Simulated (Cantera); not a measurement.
Feed: 1 mol Si, 14 mol HBr, 12 mol H2, equilibrated at 7.70 Pa.

These are equilibrium values from Cantera (NASA tables, ideal gas, pure condensed phases), not measurements of a reactor. Candidate condensed phases: Br2, Si; 19 gas species. The tables' values for SiBr3, SiBr are old estimates; treat these amounts as uncertain. Rates play no part.

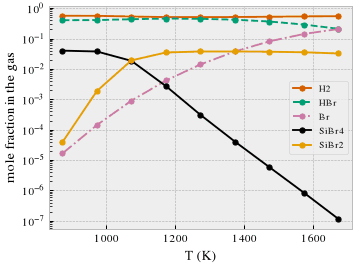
Figure. Equilibrium gas composition (values under 1e-9 drawn at 1e-9)

From 873 K to 1673 K nothing is condensed. The main Si-bearing gas is SiBr4 at 873 K and SiBr2 at 1673 K.
